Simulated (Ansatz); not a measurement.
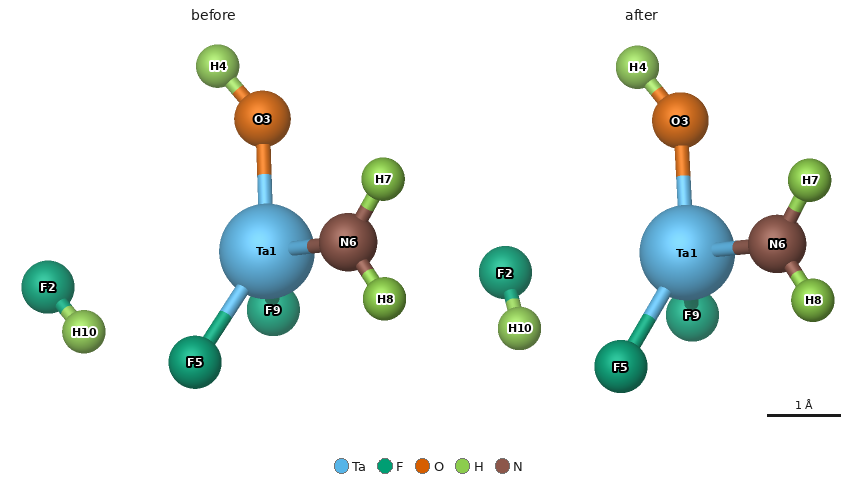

The structure of TaNH4OF3 (multiplicity 2) before (left) and after (right) a relaxation, at one scale.

Style: ball-and-stick. Shown at a tilt.

The run prepares an end point of a later path (reaction) calculation, from a guessed geometry.

Computed with UKS PBE/def2-SVP in Ansatz 0.2.0.

Input
```yaml
crystal:
  periodic: [false, false, false]
  atoms:
    - { symbol: Ta, position_ang: [-0.249287, 0.138329, 0.160044] }
    - { symbol: F, position_ang: [2.723358, -0.819477, 0.024603] }
    - { symbol: O, position_ang: [-0.385396, -0.063761, 2.032498] }
    - { symbol: H, position_ang: [0.153073, -0.184316, 2.831222] }
    - { symbol: F, position_ang: [0.933566, 0.465707, -1.341129] }
    - { symbol: "N", position_ang: [-1.180091, 1.882912, -0.015779] }
    - { symbol: H, position_ang: [-1.701042, 2.282009, 0.773369] }
    - { symbol: H, position_ang: [-1.566214, 2.258742, -0.88966] }
    - { symbol: F, position_ang: [-0.477269, -1.667597, -0.434865] }
    - { symbol: H, position_ang: [2.339602, -0.351648, -0.693205] }
magnetization:
  spin_polarized: true
  initial_magnetization: 1
basis:
  gaussian: { orbitals: def2-SVP }
hamiltonian:
  xc: pbe
relax:
  f_tol: 0.03
  max_steps: 50
```

Run as
```bash
ansatz run input.yaml --threads 4 --pin off --max-ram 5120MiB --backend cpu --events-out ev --progress --plain --runs-dir out
```

**What changed between the two?**

F2 moves most after the best rigid fit: 0.46 Å. Largest moves by element: F 0.46 Å, O 0.15 Å, H 0.12 Å, Ta 0.11 Å, N 0.06 Å. Some distances before and after: Ta1–F2 3.126 → 2.623 Å, Ta1–H10 2.770 → 2.555 Å, F2–H10 0.939 → 0.958 Å, Ta1–F5 1.939 → 1.953 Å. Among the angles between lasting bonds that change: N6–Ta1–F9 138.2° → 134.2°, Ta1–O3–H4 142.1° → 145.1°. Over 7 accepted moves (8 points after the start) the energy falls by 1.32 kcal/mol. Largest force component: 0.43 eV/Å at the start, 0.025 eV/Å at the end. The line search rejected the trial step at point 5 of the run.
